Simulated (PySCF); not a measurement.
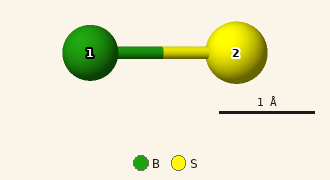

**Figure 1.** The structure (ball-and-stick view, seen at an oblique angle; atoms are numbered from 1 in the order of the input). Bond lengths as drawn: B–S 1.61 Å.

# Run report: BS, EPR calculation

BS, multiplicity 2, computed with UKS PBE, pcH-1 on B S, non-relativistic, mean-field spin-orbit, GIAO (PySCF 2.14.0).

**Log**
```
UKS, coarse grid
  cycle   1  E = -422.72289974  |g| = 2.18e-01
  cycle   2  E = -422.50307716  |g| = 6.14e-01
  cycle   3  E = -422.74259015  |g| = 1.08e-01
  cycle   4  E = -422.74917529  |g| = 3.97e-02
  cycle   5  E = -422.75028214  |g| = 3.04e-03
  cycle   6  E = -422.75029290  |g| = 9.26e-04
  cycle   7  E = -422.75029488  |g| = 3.20e-04
UKS, final grid
  cycle   1  E = -422.75030989  |g| = 8.10e-04
  cycle   2  E = -422.75030514  |g| = 2.75e-03
  cycle   3  E = -422.75031039  |g| = 7.33e-05
  cycle   4  E = -422.75031040  |g| = 3.02e-05
  cycle   5  E = -422.75031040  |g| = 1.15e-05
internal stability: stable
E = -422.75031040 Eh   <S^2> = 0.7652 (exact 0.7500)
g shifts (ppm)      1          2          3
  rmc          -106       -106       -106
  gc             14         14         10
  oz_so       -9144      -9144          0
  total       -9236      -9236        -96
hyperfine (MHz)  atom isotope    a_iso     a_fc   dipolar eigenvalues
    0   11B     804.41     805.19    -30.88    -30.88     61.77
    1   33S       3.28       3.04    -24.05    -24.05     48.10
```

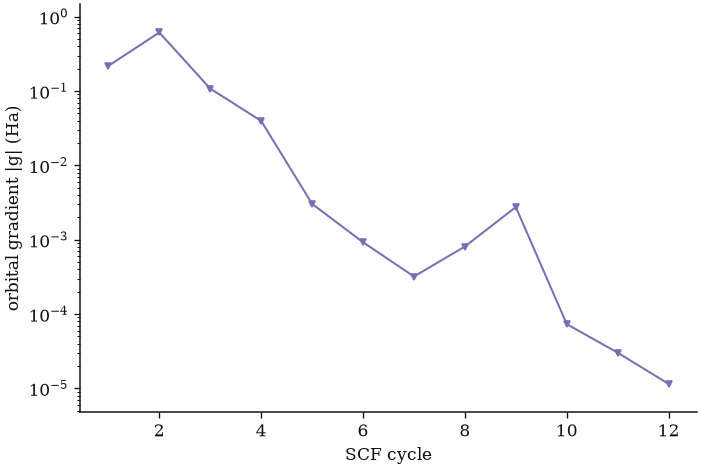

**Figure 2.** Convergence of the self-consistent field: orbital gradient |g| against the SCF cycle. All cycles printed in the log are drawn one after another.

The run was set up as follows.

**Input**
```
{"job": {"kind": "epr", "xc": "PBE"}, "charge": 0, "multiplicity": 2}
B      0.809678    -0.006579    -0.004731
S     -0.804158     0.009119    -0.023569
```

The first line tells a small driver script what to run in PySCF; the rest is the geometry in Å.

**Key numbers**

```csv
quantity,value
outcome,converged
total energy,−422.750310 hartree
⟨S²⟩,0.765
isotropic g,1.9961
hardware,"1 CPU thread, shared host"
wall time,1.8 s
peak memory,0.31 GiB
```
